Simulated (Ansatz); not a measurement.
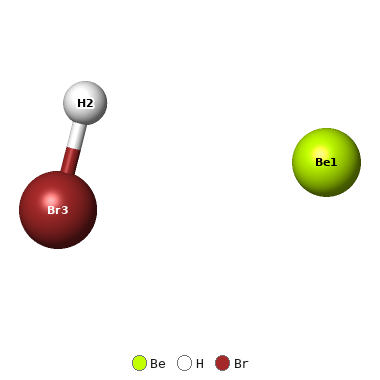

The system is Be + HBr; the picture shows the reference structure. 
- Coordinates scanned: (1) distance Be1–H2; (2) distance H2–Br3.
- Nothing is relaxed (the angle Be1–H2–Br3 is fixed at 90 degrees).
- The scan uses an 11 × 11 grid.
- Points are written as (first, second).
- Energies are in kcal/mol, from Be far from the relaxed HBr (each part in its own basis).
- The restricted reference is unstable at some or all points, so the energies there are unreliable.
- The calculation used RHF-CCSD(T), frozen core/def2-TZVPD in Ansatz.

Its coordinates:

```tsv
atom	x (Å)	y (Å)	z (Å)
Be	-3.4160	0.0000	0.0000
H	0.0000	0.0000	0.0000
Br	0.0000	1.5040	0.0000
```

Range: distance Be1–H2 from 1.016 to 3.416 Å; distance H2–Br3 from 1.208 to 3.608 Å.

### Predict the map.

The lowest grid point is at (3.416 Å, 1.504 Å), 1.9 kcal/mol from Be far from the relaxed HBr (each part in its own basis). It lies in a valley that leaves the map towards separated partners. The energy also falls towards the edge at (1.745 Å, 3.608 Å) (10 kcal/mol above the lowest), where a further well may lie outside the range. A higher local minimum lies near (1.312 Å, 1.937 Å) (16 kcal/mol above the lowest at that grid point). The highest grid point, (1.016 Å, 1.208 Å), lies 191 kcal/mol above the lowest.

| distance H2–Br3 ↓, distance Be1–H2 → | 1.016 | 1.136 | 1.312 | 1.518 | 1.745 | 1.991 | 2.251 | 2.526 | 2.812 | 3.109 | 3.416 |
| --- | --- | --- | --- | --- | --- | --- | --- | --- | --- | --- | --- |
| 3.608 | 69 | 48 | 32 | 20 | 11 | 29 | 57 | 67 | 72 | 75 | 78 |
| 3.301 | 69 | 50 | 42 | 43 | 43 | 56 | 71 | 77 | 79 | 80 | 82 |
| 3.004 | 62 | 45 | 39 | 45 | 53 | 65 | 76 | 81 | 82 | 83 | 83 |
| 2.718 | 54 | 37 | 32 | 38 | 49 | 62 | 72 | 78 | 79 | 79 | 80 |
| 2.443 | 46 | 30 | 25 | 30 | 42 | 54 | 64 | 69 | 70 | 70 | 70 |
| 2.183 | 42 | 25 | 19 | 24 | 34 | 45 | 52 | 55 | 56 | 55 | 55 |
| 1.937 | 44 | 27 | 18 | 20 | 28 | 35 | 38 | 38 | 37 | 36 | 35 |
| 1.710 | 58 | 37 | 25 | 22 | 25 | 25 | 23 | 20 | 18 | 16 | 16 |
| 1.504 | 88 | 62 | 42 | 32 | 25 | 19 | 12 | 8 | 5 | 3 | 2 |
| 1.328 | 137 | 103 | 72 | 51 | 36 | 24 | 16 | 10 | 6 | 4 | 3 |
| 1.208 | 193 | 149 | 108 | 79 | 58 | 44 | 34 | 28 | 24 | 22 | 20 |

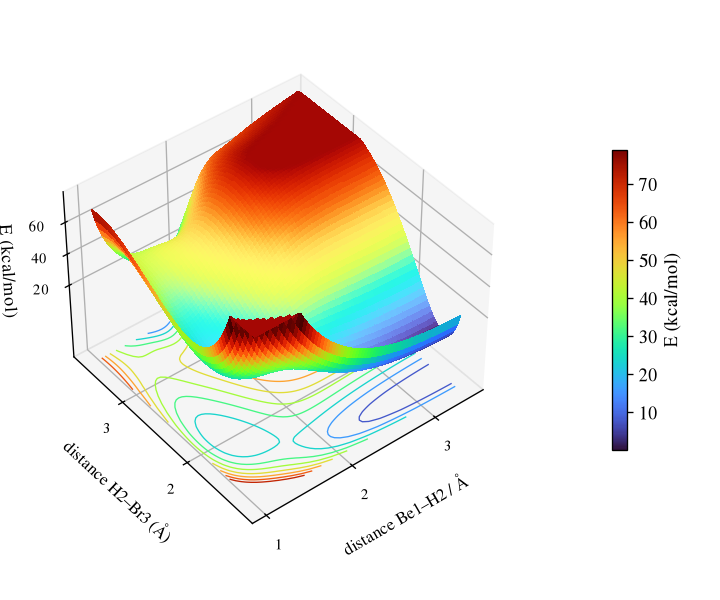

Drawn: a relief with its contours projected below, any walls above the top of the colour scale cut off. Between grid points the surface is interpolated.

Each point was launched as `ansatz run input.yaml --threads 1 --pin off --max-ram 2560MiB --backend cpu --events-out ev --progress --plain --runs-dir out`. The whole map (121 points run) took 37 min on 1 thread of Intel(R) Xeon(R) 6975P-C (Granite Rapids), with other jobs on the host.
